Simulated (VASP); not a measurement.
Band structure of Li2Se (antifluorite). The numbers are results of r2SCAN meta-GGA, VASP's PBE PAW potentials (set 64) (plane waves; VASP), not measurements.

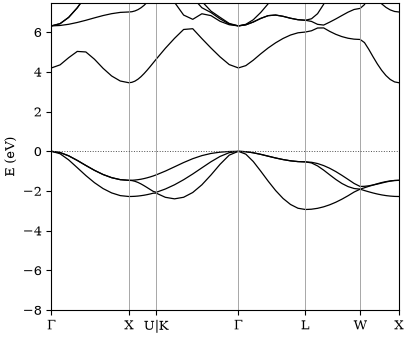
Fig. 1. Bands along high-symmetry lines, zero at the valence-band maximum or, without a gap, the Fermi level

Task: Read the plot: is there a gap, and where are the band edges?

Result: The gap is indirect, 3.45 eV, from the valence maximum at Γ to the conduction minimum at X.

The compound is Li2Se in the antifluorite structure. It was relaxed first.
